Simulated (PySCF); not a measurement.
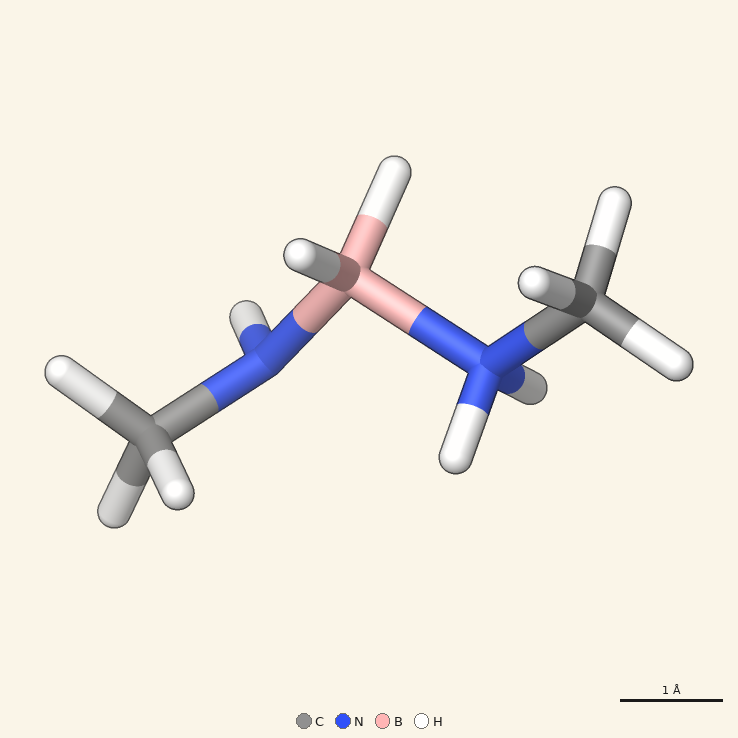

The picture shows a molecular structure as a stick model.

Identify the structure.

The molecule is C2H11BN2. Its SMILES string is `CN[BH2-][NH2+]C`. It has no ring. Among its groups: B–H bond. The point group is C1. Coordination, clear cases only: 2 C tetrahedral; 1 B tetrahedral; 1 N tetrahedral.

The parts below concern this one geometry. Atoms keep their numbers from picture to picture. The computed structure is the end point of a PBE0-D3(BJ)/def2-SVP optimisation. No frequency run is at hand to confirm it as a minimum.

### Geometry

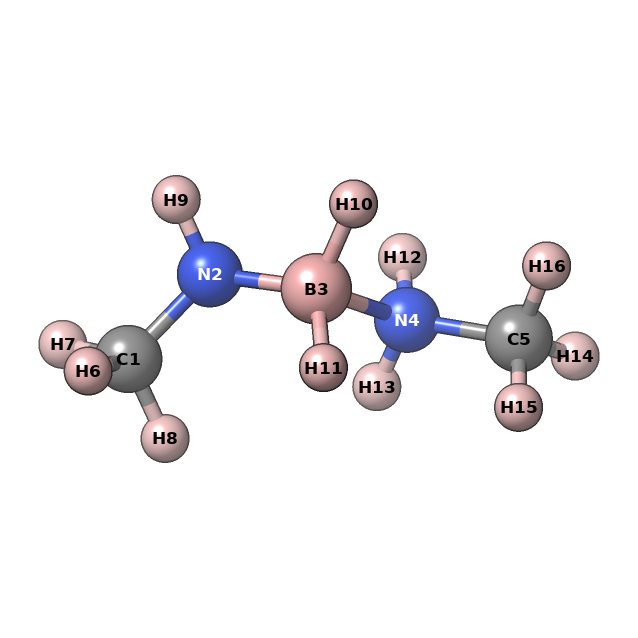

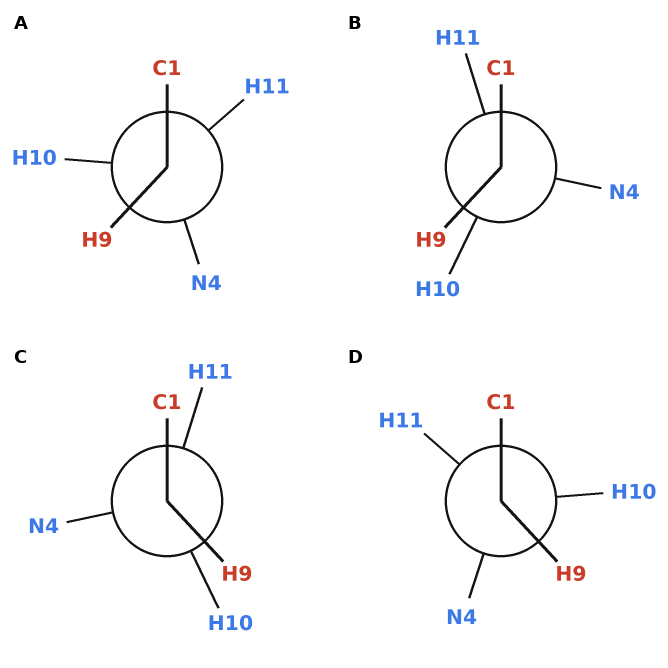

Distant atoms are faded towards the background colour. Bonds that would overlap in a projection are set slightly apart. No frequency run is at hand to confirm it as a minimum.

> Which Newman projection shows the view along N2–B3, with N2 in front?

B. The torsion angle C1–N2–B3–N4 is 102°, anticlinal.

### Electronic properties

No frequency run is at hand to confirm it as a minimum. Method: BLYP/pcSseg-1, gas phase (PySCF 2.14.0).

> Estimate the HOMO energy (Kohn–Sham orbital).

−4.02 eV.

> What is the dipole moment?

4.05 D.

> Give the LUMO energy (Kohn–Sham orbital) at this level.

−0.10 eV.

### Core levels

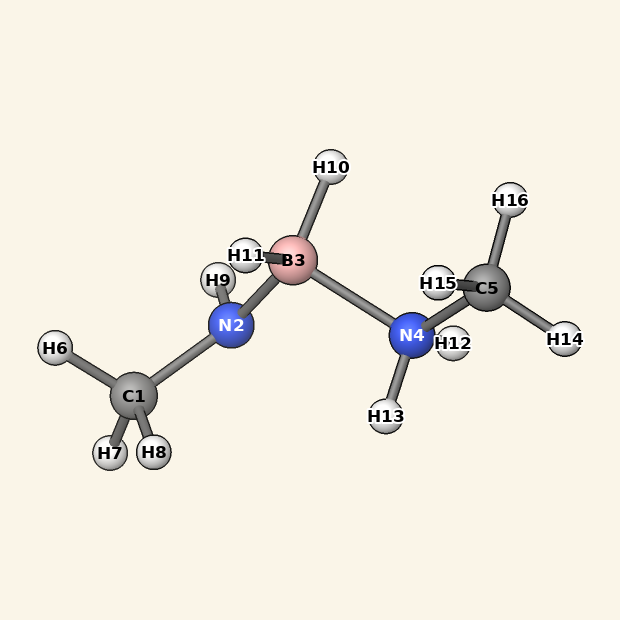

No frequency run is at hand to confirm it as a minimum. Method: delta-SCF UKS PBE0, pcX-2 on the ionised atom, pcseg-1 elsewhere, spin-free X2C (PySCF 2.14.0).

Give the core-electron binding energies (to vacuum) of C1 1s, N2 1s, B3 1s, N4 1s, C5 1s.

| atom | level | binding energy (eV) |
| --- | --- | --- |
| C1 | 1s | 290.2 |
| N2 | 1s | 402.7 |
| B3 | 1s | 193.7 |
| N4 | 1s | 406.4 |
| C5 | 1s | 291.8 |

### NMR shielding

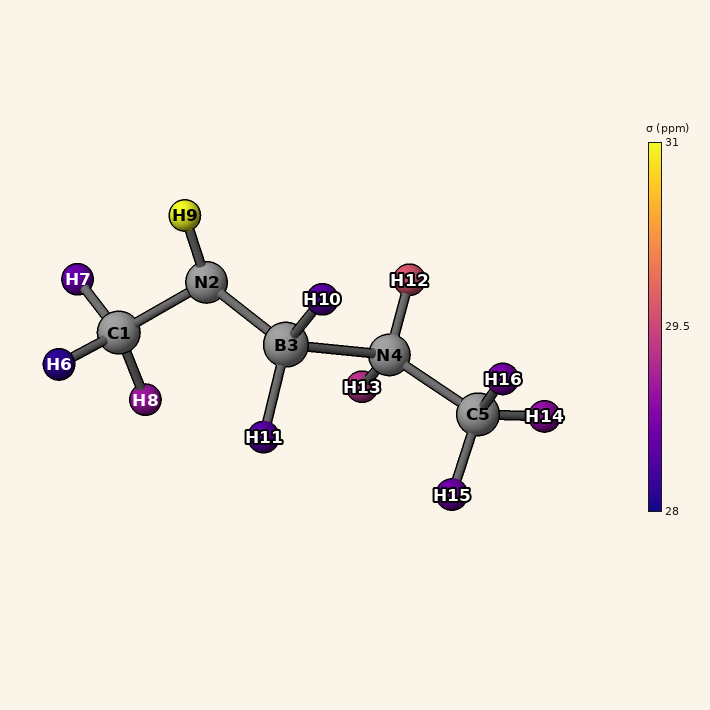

Atoms are coloured by their isotropic NMR shieldings (H only, the others grey). No frequency run is at hand to confirm it as a minimum. Method: GIAO KT2/pcSseg-1 NMR shielding, non-relativistic, gas phase (PySCF 2.14.0).

List the isotropic NMR shieldings of the H atoms.

| atom | σ (ppm) |
| --- | --- |
| H6 | 28.16 |
| H7 | 28.56 |
| H8 | 28.99 |
| H9 | 30.98 |
| H10 | 28.49 |
| H11 | 28.48 |
| H12 | 29.66 |
| H13 | 29.28 |
| H14 | 28.92 |
| H15 | 28.64 |
| H16 | 28.71 |
